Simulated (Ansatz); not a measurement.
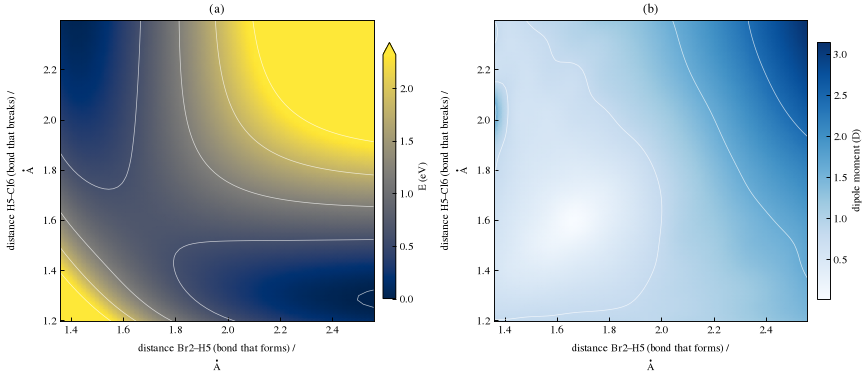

The reacting system AlBrClH3 (fragments AlBrH₂ + ClH where the first distance is long, AlClH₂ + BrH where the second is long). 
- Coordinates scanned: (1) distance Br2–H5 (bond that forms); (2) distance H5–Cl6 (bond that breaks).
- Relaxed at each point: all other coordinates.
- Grid: 13 × 13 points.
- Points are written as (first, second).
- All energies are given in eV relative to the lowest grid point.
- The reference is spin-restricted, so regions where a bond is pulled apart into radicals lie too high.
- Method: RHF/def2-SVP (Ansatz).

Panel (a) is the energy; panel (b) is the computed dipole moment, in D.

In the figure: a smooth colour map with a few white contour lines, one colour for all values above the top of the scale. Between grid points the surface is interpolated.

> How does the dipole moment vary over the map, and what is it at the lowest grid point?

Leaving out the highest fifth of the energies, it runs from 0.02 D at (1.663 Å, 1.599 Å) to 2.14 D at (2.559 Å, 1.809 Å). At the lowest grid point, (2.559 Å, 1.251 Å), it is 1.49 D. That point lies on the edge of the scan.
